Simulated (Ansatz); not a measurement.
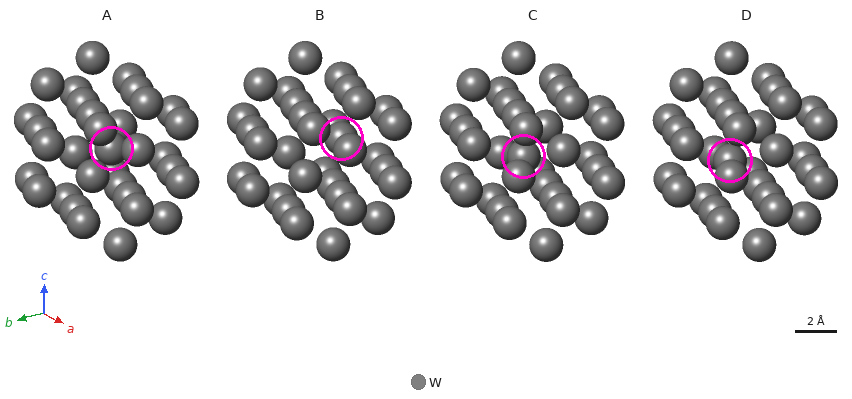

4 geometries from a converged minimum-energy path of W with a W vacancy (15 atoms in the cell), shuffled. The picture is a spheres-only view of the atoms within 4.9 Å of the middle of the path, seen from a free direction. The moving atom is ringed, with any periodic copies.

Computed with DFT PBEsol, scalar-relativistic, plane waves, PAW (Ansatz). Settings: plane-wave cutoff 420 eV; k-point mesh 3 × 3 × 3; Fermi-Dirac smearing 0.15 eV; 5 movable images; climbing image; force threshold 0.05 eV/Å; iteration limit 47; spring constant 10.0 eV/Å²; starting path by image-dependent pair potential.

Question: Which frame is the top of the path?

Answer: A. In order along the path, whose images run from 0 to 6: B (image 0, 0.00 eV), A (image 2, +1.58 eV), C (image 4, +1.44 eV), D (image 5, +0.56 eV). It is a vacancy jump: a nearby atom moves into the empty site and leaves its own site empty. A W atom travels furthest, 2.69 Å from end to end, along [−1 1 −1], on a straight line. At the highest image its nearest neighbour (W) is 2.66 Å away, against 2.73 Å at the start, and the surrounding atoms stand up to 0.09 Å off the mean of their end positions.

Limits of the set-up: the periodic images lie only 6.3 Å apart, so the values are limited by the cell's size.

PAW datasets: the set soft_1.
